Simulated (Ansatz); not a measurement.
**BrClH6W: density, localisation and related maps**

| atom | x (Å) | y (Å) | z (Å) |
| --- | --- | --- | --- |
| W | -0.3756 | -0.3748 | 0.0508 |
| H | 0.2282 | -0.3377 | 1.6533 |
| H | 0.7416 | 0.8507 | 0.4125 |
| H | -0.2737 | 0.9710 | -0.9293 |
| Cl | -2.6061 | -0.4969 | -0.5063 |
| H | 0.3012 | -1.8664 | -0.4515 |
| H | 0.7946 | -0.2965 | -1.1567 |
| Br | -1.7208 | 1.8294 | 1.7674 |
| H | -0.5607 | 2.1825 | 2.5437 |

Core potentials replace the inner electrons of W.

These are results of Ansatz, RKS PBE/def2-SVP, not measurements.

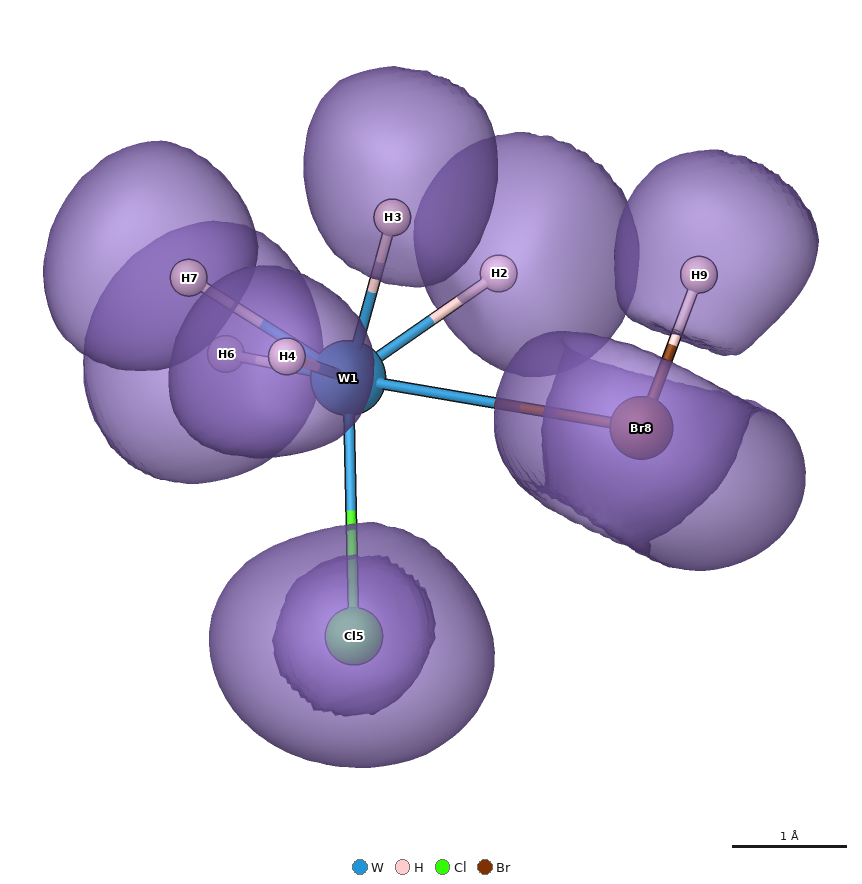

Figure 1. Isosurface of the ELF at 0.75 (purple), seen at an oblique angle. Only the valence region is drawn (cores and ρ < 0.01 e/Å³ removed).

> What do the ELF domains correspond to?

The ELF exceeds this value in six regions around hydrogen nuclei, one region wrapped around Br (its valence shell) and one region wrapped around Cl (its valence shell). Profiles from the grid: W–Cl (2.30 Å): the ELF peaks at about 0.85 in the valence shell of Cl, 0.8 Å from its nucleus, and is about 0.35 at the midpoint. W–Br (3.10 Å): the ELF peaks at about 0.85 in the valence shell of Br, 1.0 Å from its nucleus, and drops to about 0.10 between the two atoms.

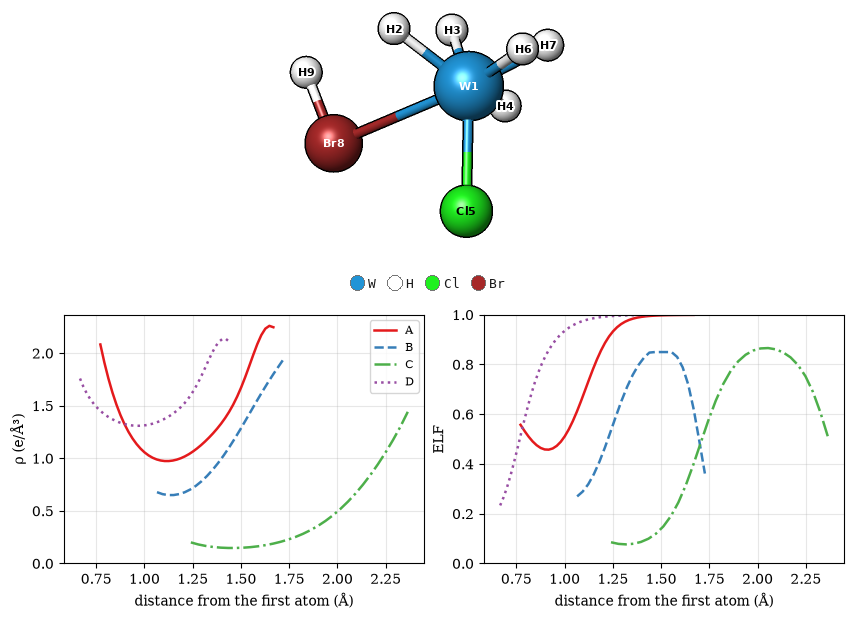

Figure 2. Electron density and electron localisation function along straight lines between neighbouring atoms. The curves leave out the atomic cores. The structure is drawn too.

> Which curve belongs to which contact (Br–H, W–Br, W–Cl and W–H)? The first atom named is at distance zero.

Curve A: W–H (1.67 Å): ρ at the midpoint is about 1.6 e/Å³; the ELF climbs to about 1 towards the hydrogen. Curve B: W–Cl (2.30 Å): ρ at the midpoint is about 0.65 e/Å³; the ELF peaks at about 0.85 in the valence shell of Cl, 0.8 Å from its nucleus, and is about 0.35 at the midpoint. Curve C: W–Br (3.10 Å): ρ is about 0.16 e/Å³ halfway; the ELF peaks at about 0.85 in the valence shell of Br, 1.0 Å from its nucleus, and drops to about 0.10 between the two atoms. Curve D: Br–H (1.44 Å): ρ is about 1.6 e/Å³ halfway; the ELF climbs to about 1 towards the hydrogen.

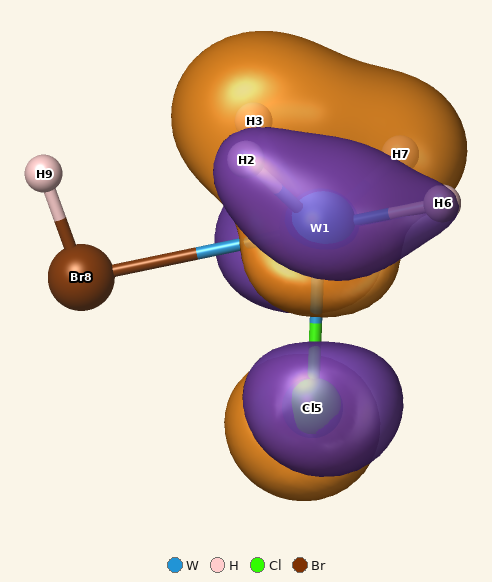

Figure 3. One frontier orbital at ±0.08 Å⁻³ᐟ² (orange and purple are the two phases), seen across its widest extent.

> Which orbital is it: HOMO or LUMO?

The HOMO, at −6.66 eV. By Hirshfeld shares it lies mainly on W1 (about 45 %), Cl5 (about 20 %), H3 (about 15 %), H4 (about 10 %) and H7 (about 5 %).
